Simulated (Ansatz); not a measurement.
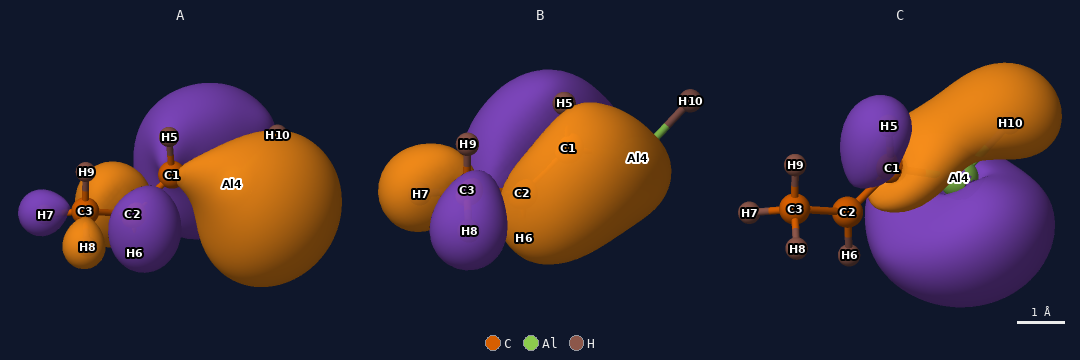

The picture shows: C3H6Al (SMILES C[CH][CH][AlH]) (doublet). Three frontier orbitals at ±0.06 Å⁻³ᐟ² (orange and purple are the two phases), in no order.

Geometry: PBE0-D3(BJ)/def2-SVP.

Theory: isolated molecule in a Gaussian basis; Kohn-Sham density functional theory, functional PBE0 (Ansatz 0.2.0).

Input

```
crystal:
  periodic: [false, false, false]
  atoms:
    - symbol: C
      position_ang: [-0.809438, -1.051169, 2.726564]
    - symbol: C
      position_ang: [0.057667, -0.903818, 1.704911]
    - symbol: C
      position_ang: [0.208741, 0.301057, 0.837899]
    - symbol: Al
      position_ang: [-0.909892, -2.683921, 3.788555]
    - symbol: H
      position_ang: [-1.468453, -0.192474, 2.936029]
    - symbol: H
      position_ang: [0.735737, -1.736123, 1.459331]
    - symbol: H
      position_ang: [1.237260, 0.696723, 0.893199]
    - symbol: H
      position_ang: [0.035106, 0.045445, -0.221335]
    - symbol: H
      position_ang: [-0.489458, 1.101084, 1.123519]
    - symbol: H
      position_ang: [-1.979435, -2.775392, 4.988128]
basis:
  gaussian: {orbitals: def2-TZVPD}
total_charge: 0
magnetization: {spin_polarized: true, initial_magnetization: 1}
hamiltonian: {xc: {name: PBE0}}
output: {forces: true, orbitals: {seedname: orbitals}}
```

Run with:

```sh
ansatz run input.yaml --threads 2 --pin off --max-ram 4350MiB --events-out events.jsonl --progress --plain --runs-dir runs
```

### Order the three orbitals by energy and name them. All are α orbitals.

B is the HOMO−1 (α) (−7.62 eV). By Hirshfeld shares it lies mainly on C1 (about 40 %), C2 (about 30 %) and C3 (about 5 %); π-bonding across C1–C2. C is the HOMO (α) (−5.28 eV). Its weight (Hirshfeld) is mainly on Al4 (about 75 %), H10 (about 10 %) and C1 (about 10 %). A is the LUMO (α) (−1.77 eV). It lies mainly on Al4 (about 70 %), C2 (about 10 %) and C1 (about 5 %).

### What is the gap between the highest occupied and lowest empty α orbitals?

3.51 eV between the orbital energies.
